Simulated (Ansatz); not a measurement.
## Geometry relaxation, with input and output: AlGeH₄O₂F₃ (part 2 of 2)

AlGeH₄O₂F₃; RHF/def2-SVP (Ansatz 0.2.0). The input holds or restrains some coordinates. Forces given for the steps count only the free coordinates. It belongs to a series of runs on one base structure; here: pulled along the bonds that form and break, towards end A.

Geometry of the input (Å):
```
Ge 0.0000  0.0000  0.0000
F  0.0000  0.0000  2.0300
F  1.5842  0.0000  -0.5594
F  -0.7913  1.3709  -0.5594
O  -0.8337  -1.4443  -0.5894
H  -1.2883  -1.9100  0.1830
O  1.0804  -1.6406  0.6527
Al 0.4764  -3.3147  0.6824
H  1.0732  -4.3766  -0.2922
H  -0.6497  -3.7201  1.6830
H  0.6544  -0.9938  1.7453
```

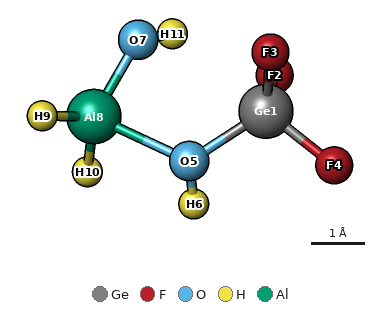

Figure 1. The geometry at step 9 of the log (ball-and-stick view, seen at a tilt; atoms are numbered from 1 in the order of the input).

## Trajectory as extended XYZ, continued
```
11
Properties=species:S:1:pos:R:3:forces:R:3 step=4 energy=-75296.73707
Ge   -0.1310    0.1790    0.0391    2.4796  -4.3830  -0.1365
F    -0.1975    0.2907    1.7557   -0.0700   0.0525  -1.0551
F     1.4901    0.0809   -0.5503   -1.6463   1.1371   0.3347
F    -0.8593    1.4865   -0.5990   -1.0649   1.7973  -0.7630
O    -0.8583   -1.3799   -0.5295    0.1148   1.3886   1.1071
H    -1.3096   -1.8668    0.1556   -0.5277   0.5693  -0.2869
O     1.3276   -1.9555    1.0050    0.0177   0.7493   0.9922
Al    0.4889   -3.3717    0.6732    0.2711  -0.8353   0.0016
H     1.0792   -4.3906   -0.3128    0.0820  -0.2916  -0.4411
H    -0.6685   -3.7145    1.6799   -0.4026   0.1171  -0.1428
H     0.9440   -1.3874    1.6592    0.7462  -0.3012   0.3898
11
Properties=species:S:1:pos:R:3:forces:R:3 step=5 energy=-75297.35285
Ge   -0.1383    0.1670   -0.0221    0.4110  -1.6783  -0.6541
F    -0.2007    0.2844    1.6557   -0.0564   0.1231   0.3842
F     1.4452    0.1708   -0.5791   -0.1660   0.4872  -0.1575
F    -0.9085    1.5155   -0.6354   -0.2923   0.3043  -0.1892
O    -0.8782   -1.3554   -0.5063    0.1206   0.4761   0.6047
H    -1.4066   -1.7860    0.1608   -0.2950   0.4100  -0.2575
O     1.4365   -2.0370    1.1403   -0.6591   0.6232   0.7752
Al    0.5412   -3.4214    0.6993    0.1811  -0.0726   0.2129
H     1.0825   -4.4148   -0.3628    0.0499  -0.0930  -0.1997
H    -0.7142   -3.7015    1.6324   -0.1143   0.0617  -0.2578
H     1.0468   -1.4509    1.7931    0.8204  -0.6416  -0.2610
11
Properties=species:S:1:pos:R:3:forces:R:3 step=6 energy=-75297.58481
Ge   -0.1182    0.1201   -0.0578    0.3580  -0.6912  -0.2683
F    -0.1034    0.2353    1.6277   -0.0835   0.2412   0.1780
F     1.4325    0.2146   -0.7024   -0.3026   0.1276  -0.0341
F    -0.9582    1.4630   -0.6235   -0.0991   0.0552  -0.0182
O    -0.9058   -1.3686   -0.4953   -0.2879  -0.1492   0.8488
H    -1.5594   -1.6921    0.1386    0.4012   0.4255  -0.7121
O     1.4624   -2.0383    1.2434   -0.6210   0.6407   0.8962
Al    0.5876   -3.4126    0.7287   -0.3045   0.0320  -0.0136
H     1.1282   -4.3780   -0.3754    0.1001   0.0222  -0.0169
H    -0.7710   -3.6674    1.5245    0.1007  -0.0306  -0.1272
H     1.1109   -1.5051    1.9675    0.7387  -0.6733  -0.7326
11
Properties=species:S:1:pos:R:3:forces:R:3 step=7 energy=-75297.67138
Ge   -0.0859    0.0719   -0.0564    0.3610   0.2932  -0.1842
F    -0.0199    0.2341    1.6272   -0.1310   0.2733  -0.0252
F     1.4254    0.2750   -0.7701   -0.3611  -0.0981   0.0883
F    -1.0362    1.3542   -0.6276    0.1239  -0.2865   0.1743
O    -0.8259   -1.4456   -0.4372   -0.6115  -0.5355   0.8836
H    -1.5703   -1.6891    0.1388    0.6879   0.3267  -0.8471
O     1.4823   -2.0544    1.3150   -0.8028   0.8072   1.0310
Al    0.5345   -3.3481    0.7003   -0.2704   0.1195  -0.0376
H     1.1101   -4.3109   -0.3959    0.0505   0.0767   0.0142
H    -0.8603   -3.6071    1.4326    0.1519  -0.0439  -0.0509
H     1.1519   -1.5091    2.0493    0.8014  -0.9325  -1.0462
11
Properties=species:S:1:pos:R:3:forces:R:3 step=8 energy=-75297.77739
Ge   -0.0464    0.0115   -0.0423    0.4130   0.9115  -0.3052
F     0.0695    0.2377    1.6256   -0.2198   0.3324  -0.0081
F     1.4129    0.3079   -0.8247   -0.3337  -0.2340   0.1399
F    -1.1196    1.1977   -0.6271    0.2891  -0.5589   0.3018
O    -0.7023   -1.5679   -0.3497   -1.0649  -0.4134   0.8740
H    -1.5574   -1.7172    0.1076    1.0997   0.0991  -0.9206
O     1.5023   -2.0741    1.4010   -0.9642   0.7189   0.6373
Al    0.4397   -3.2240    0.6452    0.0283   0.2146   0.1127
H     1.0559   -4.1761   -0.4421   -0.0071   0.0805  -0.0195
H    -0.9532   -3.5194    1.3552    0.0682  -0.1618   0.1195
H     1.2041   -1.5053    2.1272    0.6915  -0.9889  -0.9318
11
Properties=species:S:1:pos:R:3:forces:R:3 step=9 energy=-75297.79303
Ge   -0.0068    0.0407   -0.0177    0.2371  -0.1937   0.1603
F     0.0996    0.2913    1.6496   -0.1512   0.2687  -0.1385
F     1.4141    0.4031   -0.8086    0.2105  -0.0715  -0.0824
F    -1.1629    1.1157   -0.6116   -0.0651  -0.1711   0.1188
O    -0.5748   -1.5961   -0.3063   -2.8634  -0.0987   0.8613
H    -1.5402   -1.7023   -0.0353    2.3654   0.1763  -0.9939
O     1.4724   -2.1070    1.3665   -0.5113   1.5585   1.2921
Al    0.3725   -3.2334    0.6725    0.0048  -0.0498  -0.1735
H     0.9874   -4.1555   -0.4431   -0.0608  -0.0287  -0.0227
H    -0.9665   -3.6182    1.4549    0.0818   0.0186  -0.0279
H     1.2107   -1.4675    2.0552    0.7521  -1.4085  -0.9936
11
Properties=species:S:1:pos:R:3:forces:R:3 step=10 energy=-75297.95866
Ge   -0.0026    0.0163    0.0021    0.1564   0.0259   0.2869
F     0.1878    0.3202    1.6481   -0.1565   0.2648  -0.0633
F     1.3946    0.3411   -0.8500    0.0580  -0.1051  -0.0838
F    -1.1995    1.0683   -0.5513    0.0068  -0.1639   0.0279
O    -0.6136   -1.6121   -0.2394   -0.2740   0.2384  -0.1533
H    -1.5650   -1.7175   -0.2332    0.1967   0.0026  -0.1378
O     1.4773   -2.1051    1.4288   -0.5367   1.3391   0.6463
Al    0.3596   -3.1722    0.6542   -0.0692  -0.3661   0.4097
H     0.9764   -4.0972   -0.4557   -0.0161   0.0351  -0.1197
H    -0.9580   -3.6043    1.4529    0.0868  -0.0628  -0.0338
H     1.2485   -1.4667    2.1196    0.5478  -1.2081  -0.7792
11
Properties=species:S:1:pos:R:3:forces:R:3 step=11 energy=-75298.01102
Ge    0.0014    0.0394    0.0096    0.2954  -0.3154   0.1500
F     0.2244    0.3153    1.6543   -0.1752   0.3729  -0.0363
F     1.3838    0.3625   -0.8744   -0.0472  -0.0113   0.0281
F    -1.2314    1.0569   -0.5184   -0.0392   0.0865  -0.0024
O    -0.6145   -1.5757   -0.2719   -0.0271  -0.2481   0.1927
H    -1.5503   -1.6683   -0.4262    0.0336   0.0489  -0.1214
O     1.4678   -2.0934    1.4321   -0.5957   1.1648   0.6540
Al    0.3415   -3.1959    0.7119    0.1216  -0.0740   0.1113
H     0.9123   -4.0838   -0.4538    0.0065   0.0275  -0.0882
H    -0.9009   -3.7080    1.5601   -0.0456   0.1029  -0.0243
H     1.2713   -1.4783    2.1528    0.4730  -1.1547  -0.8635
11
Properties=species:S:1:pos:R:3:forces:R:3 step=12 energy=-75298.02579
Ge   -0.0183    0.0322    0.0300    0.1566  -0.4670   0.2326
F     0.2117    0.2960    1.6762   -0.1630   0.3328  -0.0300
F     1.3616    0.3761   -0.8459    0.0589   0.0656  -0.0600
F    -1.2565    1.0547   -0.4786   -0.0168   0.0389  -0.0416
O    -0.6053   -1.5919   -0.2621   -0.0740   0.0012   0.0637
H    -1.4864   -1.6929   -0.6138    0.1376   0.0146   0.0135
O     1.4944   -2.0922    1.4155   -0.4236   1.1692   0.7331
Al    0.3616   -3.2165    0.7607   -0.2507   0.0786  -0.1891
H     0.8240   -4.0845   -0.4723    0.0815  -0.0316   0.0704
H    -0.8972   -3.6375    1.6298    0.0438  -0.0540   0.0523
H     1.3159   -1.4726    2.1366    0.4497  -1.1482  -0.8448
11
Properties=species:S:1:pos:R:3:forces:R:3 step=13 energy=-75298.03097
Ge   -0.0176    0.0431    0.0350    0.3349  -0.3238   0.2904
F     0.2433    0.3166    1.6745   -0.2002   0.3228  -0.0617
F     1.3478    0.4026   -0.8633   -0.0370  -0.0140  -0.0165
F    -1.2609    1.0618   -0.4717   -0.0080  -0.0090  -0.0310
O    -0.6198   -1.5805   -0.2331   -0.1440  -0.0745  -0.0376
H    -1.4425   -1.6667   -0.7084    0.1023  -0.0281   0.0481
O     1.4700   -2.1015    1.4158   -0.5538   1.1612   0.6023
Al    0.3176   -3.2192    0.7542    0.1523   0.0945   0.1841
H     0.8154   -4.0906   -0.4633   -0.0288   0.0272  -0.0159
H    -0.8569   -3.7206    1.7011   -0.0279   0.0617  -0.1033
H     1.3093   -1.4741    2.1352    0.4101  -1.2180  -0.8590
11
Properties=species:S:1:pos:R:3:forces:R:3 step=14 energy=-75298.03618
Ge   -0.0176    0.0418    0.0415    0.2234  -0.3686   0.1356
F     0.2583    0.3051    1.6792   -0.2065   0.3495  -0.0442
F     1.3269    0.4125   -0.8822    0.0278   0.0008   0.0089
F    -1.2725    1.0497   -0.4600   -0.0002   0.0083   0.0240
O    -0.6104   -1.5842   -0.2339    0.0347  -0.0230   0.0577
H    -1.4295   -1.6813   -0.7086   -0.0108  -0.0176  -0.0110
O     1.4871   -2.1002    1.4080   -0.4882   1.2019   0.7946
Al    0.3324   -3.2113    0.7663   -0.0778  -0.0665  -0.1455
H     0.8174   -4.0912   -0.4499   -0.0003  -0.0070   0.0031
H    -0.8840   -3.6694    1.6725   -0.0141   0.0033   0.0234
H     1.2976   -1.5007    2.1430    0.5121  -1.0810  -0.8467
```

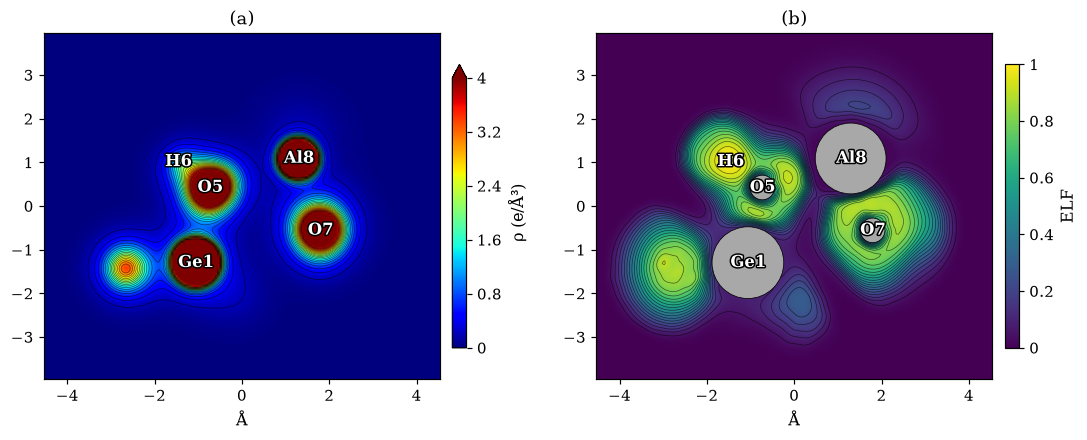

Figure 2. (a) total electron density; (b) ELF on the plane of atoms Ge1, O5 and Al8. Grey discs, where drawn, cover atomic cores. Atoms in the plane: Ge, O, H and Al. Al–O (1.73 Å): ρ is about 0.81 e/Å³ halfway; the ELF peaks at about 0.90 in the valence shell of O, 0.6 Å from its nucleus, and is about 0.45 at the midpoint.

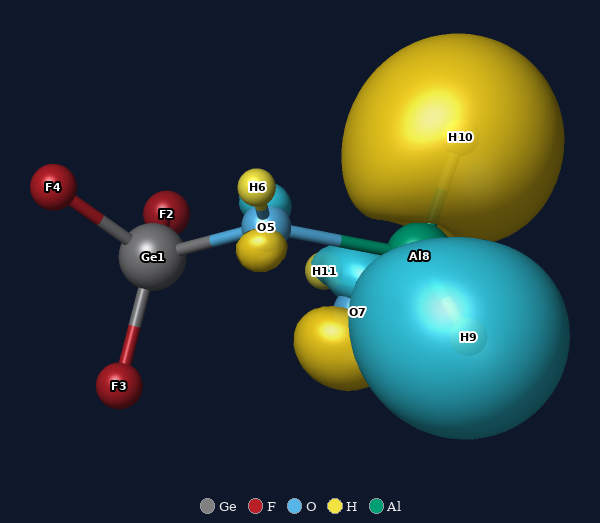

Figure 3. The HOMO at ±0.08 Å⁻³ᐟ² (yellow and cyan are the two phases), seen from the side. Its weight (Hirshfeld) is mainly on Al8 (35 %), H10 (30 %) and H9 (30 %). Its energy is −11.07 eV.

## Results in brief

| quantity | value |
| --- | --- |
| outcome | converged under the restraints of the input |
| total energy | −75298.0362 eV |
| mean-field energy | −75298.0362 eV |
| largest force (length of the vector) at the end, held atoms and coordinates included | 1.521 eV/Å |
| hardware | 4 threads of Arm Neoverse V1, 24 GiB of memory available, shared host |
| wall time | 29 s (CPU time 1.7 min) |
| peak memory | 0.39 GiB |
